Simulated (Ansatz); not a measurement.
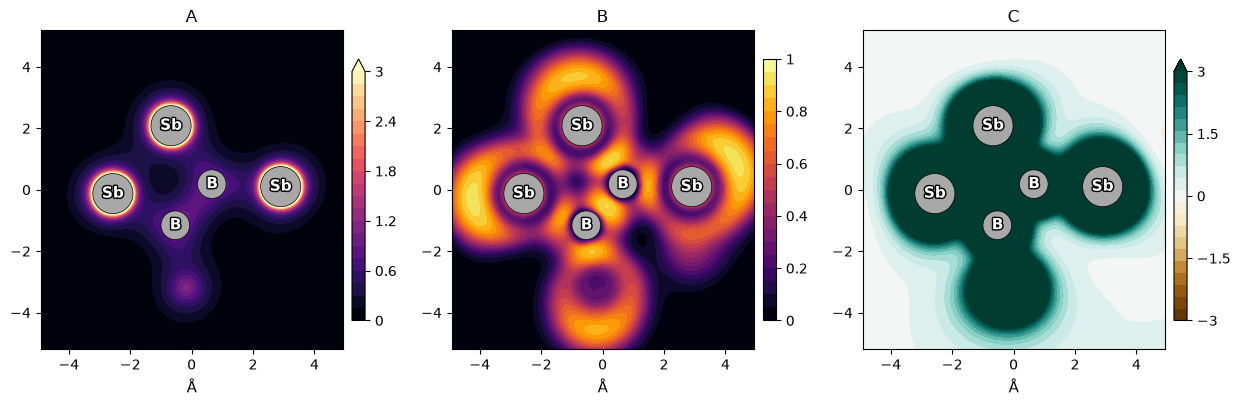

B6Sb6: 3 fields on the plane of atoms Sb9, B5 and Sb11, with unlabelled colour scales. Grey discs cover the atomic cores.

Geometry: r2SCAN-D4/def2-SVP; core potentials replace the inner electrons of Sb.

Computed with Ansatz 0.2.0, RKS PBE0-D4/def2-SVP.

Question: The panels show electron density, electron localisation function and electrostatic potential in some order. Assign them.

Answer: Panel A: electron density. Panel B: electron localisation function. Panel C: electrostatic potential (strongly positive close to the atoms and fading to about zero outside). From the grid: B–Sb (2.24 Å): ρ at the midpoint is about 0.61 e/Å³; the ELF peaks at about 0.80 in the valence shell of B, 0.8 Å from its nucleus, and drops to about 0.20 between the two atoms.
